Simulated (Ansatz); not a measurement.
# Single-point calculation of Ru$_{4}$ (charge −1)

Ru$_{4}$, charge −1, multiplicity 6, computed with UKS PBE0-D4/def2-TZVPD (Ansatz 0.2.0).

The geometry comes from this level: PBE0-D4/def2-SVPD.

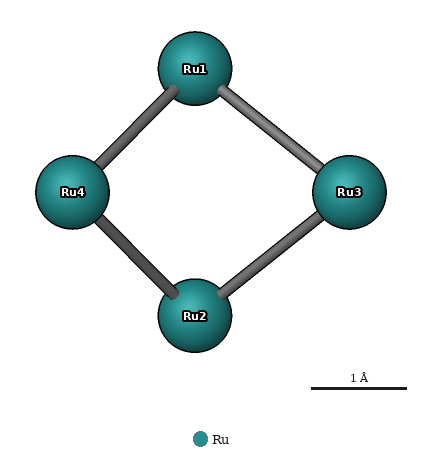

Figure 1. The structure as given in the input (ball-and-stick view, seen on its broad side; atoms are numbered from 1 in the order of the input). Sticks mark near contacts. Bond lengths as drawn: Ru–Ru 2.30 Å.

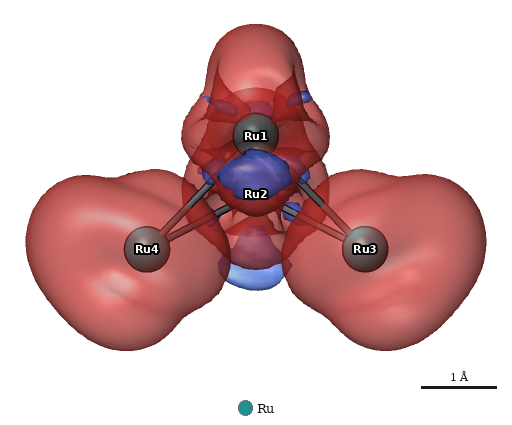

Figure 2. Isosurfaces of the spin density at +0.05 (red) and −0.05 e/Å³ (blue), seen from the side. The unpaired spin (5 electrons) lies mostly on Ru3 (about 1.7), Ru4 (about 1.7), Ru1 (about 0.8) and Ru2 (about 0.8), in electrons by Hirshfeld's partition.

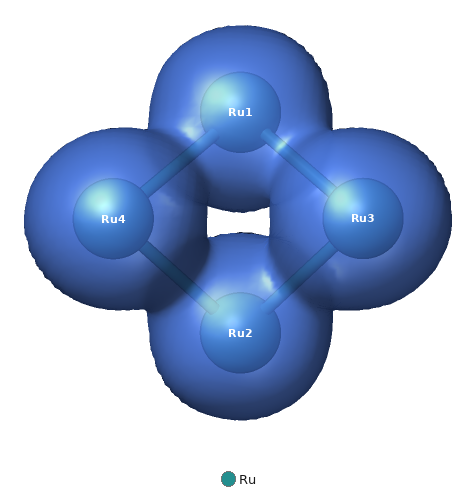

Figure 3. Isosurface of the electron density at 0.5 e/Å³ (blue), seen face on. At this value the surface is in one piece. On the grid the lowest density along these lines, outside the cores, is 0.78 e/Å³ (Ru–Ru, 2.30 Å).

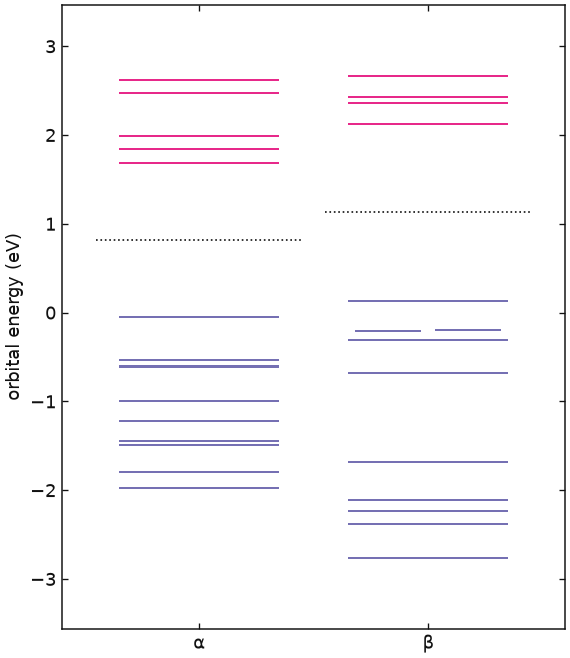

Figure 4. Orbital energies near the frontier for α and β spins; the dotted line parts filled from empty levels, and levels within 0.02 eV of each other stand side by side. α: highest filled −0.05 eV, lowest empty 1.68 eV, 1.73 eV apart; β: highest filled 0.13 eV, lowest empty 2.13 eV, 2.00 eV apart.

These pictures come from the run below.

### Input file
```yaml
crystal:
  periodic: [false, false, false]
  atoms:
    - {symbol: Ru, position_ang: [-0.104213, -0.175259, 1.416914]}
    - {symbol: Ru, position_ang: [-1.000095, 0.305225, -0.976569]}
    - {symbol: Ru, position_ang: [0.802069, 1.372376, -0.025036]}
    - {symbol: Ru, position_ang: [0.302239, -1.502342, -0.415309]}
basis:
  gaussian: {orbitals: def2-TZVPD, initial_orbitals: start.molden}
total_charge: -1
magnetization: {spin_polarized: true, initial_magnetization: 5}
hamiltonian: {xc: pbe0, dispersion: d4}
scf: {omitted_lower_state_checks: [starts]}
output: {orbitals: {seedname: orbitals}}
```

Command:
```bash
ansatz run in.yaml --threads 4 --pin off --events-out ev --progress --plain --max-ram 3916MiB
```

### What the program printed
```
Functional definition: PBE0
  name "PBE0"
  cite "Adamo & Barone, J. Chem. Phys. 110, 6158 (1999) doi:10.1063/1.478522"
  cite "Perdew, Burke & Ernzerhof, Phys. Rev. Lett. 77, 3865 (1996) doi:10.1103/PhysRevLett.77.3865"
  parent pbe
  parameter a = 0.25
  parameter kappa = 0.804
  parameter beta = 0.06672455060314922
  exchange = (1 - a)*pbe_x(kappa = kappa, mu = beta*pi^2/3) + a*exact_x
  correlation = pbe_c(beta = beta)
these checks for a lower state are left out or cut short: starts
1512 factors; their error is unknown
mean field evaluation 1: about -10325.5185 eV, gradient 1.6e1 eV
mean field evaluation 2: about -10325.7897 eV, gradient 3.7e-1 eV
mean field evaluation 4: about -10325.8427 eV, gradient 5.0e-2 eV
mean field evaluation 8: about -10325.8427 eV, gradient 2.5e-5 eV
mean field -10325.84271557 eV, -379.4677206897 hartree, gradient 6.4e-6 eV, S^2 9.356272; 0 other end points of the search recorded, 0 dependent functions left out
reference -10325.84274085 eV, -379.4677216188 hartree; 35, 30 occupied and 125, 130 virtual orbitals, 1512 factors
Total energy: -10326.08262585 eV, -379.4765372299 hartree
Checks for a lower state left out: starts
```

### Key numbers

- outcome: converged
- total energy: −10326.0826 eV
- mean-field energy: −10325.8427 eV
- dispersion energy: −0.2399 eV
- ⟨S²⟩: 9.356
- SCF solution under orbital rotations: stable
- HOMO (either spin): 0.13 eV
- LUMO (either spin): 1.68 eV
- hardware: 4 threads of Arm Neoverse V2, 23 GiB of memory available, shared host
- wall time: 24 s (CPU time 93 s)
- peak memory: 0.94 GiB

The highest filled orbital lies above zero: either the extra electron isn't bound at this level, or the self-interaction error of the functional lifts the level.
